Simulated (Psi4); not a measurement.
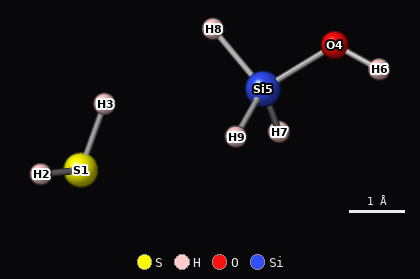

Fig. 1: The structure as given in the input (ball-and-stick view, seen at a tilt; atoms are numbered from 1 in the order of the input).

**Interaction calculation, with input and output: SiH6SO (part 1 of 2)**

The run: interaction calculation of SiH6SO. Method and program: SAPT0-D3BJ/cc-pVDZ, RHF (Psi4 1.11).

The geometry comes from this level: GFN2-xTB.

The input (input.dat):
```
memory 1.6 GB

molecule mol {
  0 1
  S      0.912730     2.162250     1.896010
  H      0.256080     3.161880     1.323370
  H     -0.124270     1.344950     1.798130
  --
  0 1
  O     -0.673840    -2.089150    -1.374460
  Si    -0.134930    -0.789280    -0.565730
  H     -0.180290    -2.485350    -2.086030
  H      1.167150    -1.056810     0.041080
  H     -1.189640    -0.615110     0.425780
  H     -0.032970     0.366620    -1.458150
  symmetry c1
  no_reorient
  no_com
}

set basis cc-pVDZ
set scf_type df
set freeze_core true

energy('sapt0-d3bj')
print_variables()
```

Hardware: 1 thread of AMD EPYC (Zen 3), 24 GiB of memory available, shared host.

Run as:
```bash
psi4 -i input.dat -o output.dat -n 1
```

Log:
```
Psi4 1.11 release

   => Loading Basis Set <=

    Name: CC-PVDZ
    Role: ORBITAL
    Keyword: BASIS

   => Loading Basis Set <=

    Name: CC-PVDZ
    Role: ORBITAL
    Keyword: BASIS

  //>>>>>>>>>>>>>>>>>>>>>>>>>>>>>>>>>>>//
  //              Dimer HF             //
  //<<<<<<<<<<<<<<<<<<<<<<<<<<<<<<<<<<<//

   => Loading Basis Set <=

    Name: CC-PVDZ
    Role: ORBITAL
    Keyword: BASIS

         ---------------------------------------------------------
                                   SCF
                              RHF Reference
                        1 Threads,   1525 MiB Core
         ---------------------------------------------------------

  ==> Geometry <==

    Molecular point group: c1
    Full point group: C1

    Geometry (in Angstrom), charge = 0, multiplicity = 1:

       Center              X                  Y                   Z               Mass
    ------------   -----------------  -----------------  -----------------  -----------------
         S            0.912730000000     2.162250000000     1.896010000000    31.972071174400
         H            0.256080000000     3.161880000000     1.323370000000     1.007825032230
         H           -0.124270000000     1.344950000000     1.798130000000     1.007825032230
         O           -0.673840000000    -2.089150000000    -1.374460000000    15.994914619570
         SI          -0.134930000000    -0.789280000000    -0.565730000000    27.976926534650
         H           -0.180290000000    -2.485350000000    -2.086030000000     1.007825032230
         H            1.167150000000    -1.056810000000     0.041080000000     1.007825032230
         H           -1.189640000000    -0.615110000000     0.425780000000     1.007825032230
         H           -0.032970000000     0.366620000000    -1.458150000000     1.007825032230

  Running in c1 symmetry.

  Rotational constants: A =      1.55371  B =      0.03718  C =      0.03704 [cm^-1]
  Rotational constants: A =  46579.05423  B =   1114.66646  C =   1110.58068 [MHz]
  Nuclear repulsion =  135.370461084485669

  Charge       = 0
  Multiplicity = 1
  Electrons    = 44
  Nalpha       = 22
  Nbeta        = 22

  ==> Algorithm <==

  SCF Algorithm Type is DF.
  DIIS enabled.
  MOM disabled.
  Fractional occupation disabled.
  Guess Type is SAD.
  Energy threshold   = 1.00e-08
  Density threshold  = 1.00e-08
  Integral threshold = 1.00e-12

  ==> Primary Basis <==

  Basis Set: CC-PVDZ
    Blend: CC-PVDZ
    Number of shells: 40
    Number of basis functions: 80
    Number of Cartesian functions: 83
    Spherical Harmonics?: true
    Max angular momentum: 2

   => Loading Basis Set <=

    Name: (CC-PVDZ AUX)
    Role: JKFIT
    Keyword: DF_BASIS_SCF

  ==> Integral Setup <==

  DFHelper Memory: AOs need 0.021 GiB; user supplied 1.118 GiB.
  SCF_SUBTYPE=INCORE selected. In-core MEM_DF algorithm will be used.
  Using in-core AOs.

  ==> MemDFJK: Density-Fitted J/K Matrices <==

    J tasked:                   Yes
    K tasked:                   Yes
    wK tasked:                   No
    Memory [MiB]:              1144
    Algorithm:                 Core
    Schwarz Cutoff:           1E-12
    Mask sparsity (%):       9.1875
    Fitting Condition:        1E-10

   => Auxiliary Basis Set <=

  Basis Set: (CC-PVDZ AUX)
    Blend: CC-PVDZ-JKFIT
    Number of shells: 150
    Number of basis functions: 432
    Number of Cartesian functions: 491
    Spherical Harmonics?: true
    Max angular momentum: 3

  Minimum eigenvalue in the overlap matrix is 1.4022952357E-02.
  Reciprocal condition number of the overlap matrix is 3.4405145517E-03.
    Using symmetric orthogonalization.

  ==> Pre-Iterations <==

  SCF Guess: Superposition of Atomic Densities via on-the-fly atomic UHF (no occupation information).

   -------------------------
    Irrep   Nso     Nmo
   -------------------------
     A         80      80
   -------------------------
    Total      80      80
   -------------------------

  ==> Iterations <==

                           Total Energy        Delta E     RMS |[F,P]|

   @DF-RHF iter SAD:  -763.99185667740687   -7.63992e+02   0.00000e+00
   @DF-RHF iter   1:  -764.73285292774642   -7.40996e-01   5.66887e-03 ADIIS/DIIS
   @DF-RHF iter   2:  -764.81539398073141   -8.25411e-02   3.33418e-03 ADIIS/DIIS
   @DF-RHF iter   3:  -764.84202042052698   -2.66264e-02   4.96822e-04 ADIIS/DIIS
   @DF-RHF iter   4:  -764.84343563294476   -1.41521e-03   1.17827e-04 ADIIS/DIIS
   @DF-RHF iter   5:  -764.84353265879622   -9.70259e-05   2.33045e-05 DIIS
   @DF-RHF iter   6:  -764.84353719919977   -4.54040e-06   4.35296e-06 DIIS
   @DF-RHF iter   7:  -764.84353737253650   -1.73337e-07   1.11579e-06 DIIS
   @DF-RHF iter   8:  -764.84353738533082   -1.27943e-08   2.55658e-07 DIIS
   @DF-RHF iter   9:  -764.84353738608468   -7.53857e-10   6.35356e-08 DIIS
   @DF-RHF iter  10:  -764.84353738614186   -5.71845e-11   1.87649e-08 DIIS
   @DF-RHF iter  11:  -764.84353738614755   -5.68434e-12   4.43197e-09 DIIS
  Energy and wave function converged.

  ==> Post-Iterations <==

    Orbital Energies [Eh]
    ---------------------

    Doubly Occupied:

       1A    -91.964634     2A    -68.800095     3A    -20.552658
       4A     -8.967899     5A     -6.650011     6A     -6.648830
       7A     -6.646172     8A     -6.147868     9A     -4.255331
      10A     -4.253638    11A     -4.253343    12A     -1.343940
      13A     -0.987214    14A     -0.770000    15A     -0.646568
      16A     -0.594266    17A     -0.554084    18A     -0.551709
      19A     -0.500371    20A     -0.471075    21A     -0.453045
      22A     -0.384170

    Virtual:

      23A      0.140136    24A      0.168209    25A      0.173560
      26A      0.210489    27A      0.218614    28A      0.222110
      29A      0.268493    30A      0.402380    31A      0.418336
      32A      0.458694    33A      0.498940    34A      0.553932
      35A      0.564255    36A      0.571472    37A      0.590803
      38A      0.606620    39A      0.616636    40A      0.692653
      41A      0.717226    42A      0.738740    43A      0.763573
      44A      0.780670    45A      0.814619    46A      0.853825
      47A      0.887902    48A      0.921983    49A      1.040031
      50A      1.125689    51A      1.139452    52A      1.193526
      53A      1.281952    54A      1.308288    55A      1.341619
      56A      1.446495    57A      1.481858    58A      1.552841
      59A      1.618555    60A      1.621451    61A      1.659091
      62A      1.712802    63A      1.746815    64A      1.758534
      65A      1.794553    66A      1.850216    67A      1.913597
      68A      1.981747    69A      2.125863    70A      2.206629
      71A      2.270213    72A      2.304229    73A      2.356721
      74A      2.437472    75A      2.506300    76A      3.079962
      77A      3.181746    78A      3.306010    79A      3.484468
      80A      4.044742

    Final Occupation by Irrep:
              A
    DOCC [    22 ]
    NA   [    22 ]
    NB   [    22 ]

  @DF-RHF Final Energy:  -764.84353738614755

   => Energetics <=

    Nuclear Repulsion Energy =            135.3704610844856688
    One-Electron Energy =               -1327.6341514274113251
    Two-Electron Energy =                 427.4201529567781108
    Total Energy =                       -764.8435373861475455

Computation Completed

Properties will be evaluated at   0.000000,   0.000000,   0.000000 [a0]

Properties computed using the SCF density matrix

 Multipole Moments:

 ------------------------------------------------------------------------------------
     Multipole            Electronic (a.u.)      Nuclear  (a.u.)        Total (a.u.)
 ------------------------------------------------------------------------------------

 L = 1.  Multiply by 2.5417464519 to convert [e a0] to [Debye]
 Dipole X            :        -13.5790339           13.6438226            0.0647887
 Dipole Y            :        -14.1614511           14.2656559            0.1042048
 Dipole Z            :        -22.1574292           21.6646518           -0.4927774
 Magnitude           :                                                    0.5078245

 ------------------------------------------------------------------------------------

	total time  =          2 seconds =       0.03 minutes

  //>>>>>>>>>>>>>>>>>>>>>>>>>>>>>>>>>>>//
  //            Monomer A HF           //
  //<<<<<<<<<<<<<<<<<<<<<<<<<<<<<<<<<<<//

  ==> Geometry <==

    Molecular point group: c1
    Full point group: C1

    Geometry (in Angstrom), charge = 0, multiplicity = 1:

       Center              X                  Y                   Z               Mass
    ------------   -----------------  -----------------  -----------------  -----------------
         S            0.912730000000     2.162250000000     1.896010000000    31.972071174400
         H            0.256080000000     3.161880000000     1.323370000000     1.007825032230
         H           -0.124270000000     1.344950000000     1.798130000000     1.007825032230
      Gh(O)          -0.673840000000    -2.089150000000    -1.374460000000    15.994914619570
      Gh(SI)         -0.134930000000    -0.789280000000    -0.565730000000    27.976926534650
      Gh(H)          -0.180290000000    -2.485350000000    -2.086030000000     1.007825032230
      Gh(H)           1.167150000000    -1.056810000000     0.041080000000     1.007825032230
      Gh(H)          -1.189640000000    -0.615110000000     0.425780000000     1.007825032230
      Gh(H)          -0.032970000000     0.366620000000    -1.458150000000     1.007825032230

  Running in c1 symmetry.

  Rotational constants: A =      1.55371  B =      0.03718  C =      0.03704 [cm^-1]
  Rotational constants: A =  46579.05423  B =   1114.66646  C =   1110.58068 [MHz]
  Nuclear repulsion =   13.056238408223743

  Charge       = 0
  Multiplicity = 1
  Electrons    = 18
  Nalpha       = 9
  Nbeta        = 9

  ==> Iterations <==

                           Total Energy        Delta E     RMS |[F,P]|

   @DF-RHF iter SAD:  -398.45595948417866   -3.98456e+02   0.00000e+00
   @DF-RHF iter   1:  -398.66427784902470   -2.08318e-01   2.31589e-03 ADIIS/DIIS
   @DF-RHF iter   2:  -398.69202032375767   -2.77425e-02   7.51929e-04 ADIIS/DIIS
   @DF-RHF iter   3:  -398.69450476124308   -2.48444e-03   1.98229e-04 ADIIS/DIIS
   @DF-RHF iter   4:  -398.69487726126954   -3.72500e-04   2.88241e-05 DIIS
   @DF-RHF iter   5:  -398.69488457144269   -7.31017e-06   4.56975e-06 DIIS
   @DF-RHF iter   6:  -398.69488472983159   -1.58389e-07   1.00247e-06 DIIS
   @DF-RHF iter   7:  -398.69488473919614   -9.36456e-09   1.63727e-07 DIIS
   @DF-RHF iter   8:  -398.69488473943022   -2.34081e-10   1.97044e-08 DIIS
   @DF-RHF iter   9:  -398.69488473943386   -3.63798e-12   6.14093e-09 DIIS
  Energy and wave function converged.

  ==> Post-Iterations <==

    Final Occupation by Irrep:
              A
    DOCC [     9 ]
    NA   [     9 ]
    NB   [     9 ]

  @DF-RHF Final Energy:  -398.69488473943386

   => Energetics <=

    Nuclear Repulsion Energy =             13.0562384082237433
    One-Electron Energy =                -576.8685151472411690
    Two-Electron Energy =                 165.1173919995835888
    Total Energy =                       -398.6948847394338600

Computation Completed

Properties will be evaluated at   0.000000,   0.000000,   0.000000 [a0]

Properties computed using the SCF density matrix

 Multipole Moments:

 ------------------------------------------------------------------------------------
     Multipole            Electronic (a.u.)      Nuclear  (a.u.)        Total (a.u.)
 ------------------------------------------------------------------------------------

 L = 1.  Multiply by 2.5417464519 to convert [e a0] to [Debye]
 Dipole X            :        -28.3134478           27.8460404           -0.4674074
 Dipole Y            :        -73.8192971           73.8936394            0.0743423
 Dipole Z            :        -63.3920174           63.2258142           -0.1662032
 Magnitude           :                                                    0.5016173

 ------------------------------------------------------------------------------------

	total time  =          0 seconds =       0.00 minutes

  //>>>>>>>>>>>>>>>>>>>>>>>>>>>>>>>>>>>//
  //            Monomer B HF           //
  //<<<<<<<<<<<<<<<<<<<<<<<<<<<<<<<<<<<//

  ==> Geometry <==

    Molecular point group: c1
    Full point group: C1

    Geometry (in Angstrom), charge = 0, multiplicity = 1:

       Center              X                  Y                   Z               Mass
    ------------   -----------------  -----------------  -----------------  -----------------
      Gh(S)           0.912730000000     2.162250000000     1.896010000000    31.972071174400
      Gh(H)           0.256080000000     3.161880000000     1.323370000000     1.007825032230
      Gh(H)          -0.124270000000     1.344950000000     1.798130000000     1.007825032230
         O           -0.673840000000    -2.089150000000    -1.374460000000    15.994914619570
         SI          -0.134930000000    -0.789280000000    -0.565730000000    27.976926534650
         H           -0.180290000000    -2.485350000000    -2.086030000000     1.007825032230
         H            1.167150000000    -1.056810000000     0.041080000000     1.007825032230
         H           -1.189640000000    -0.615110000000     0.425780000000     1.007825032230
         H           -0.032970000000     0.366620000000    -1.458150000000     1.007825032230

  Running in c1 symmetry.
```
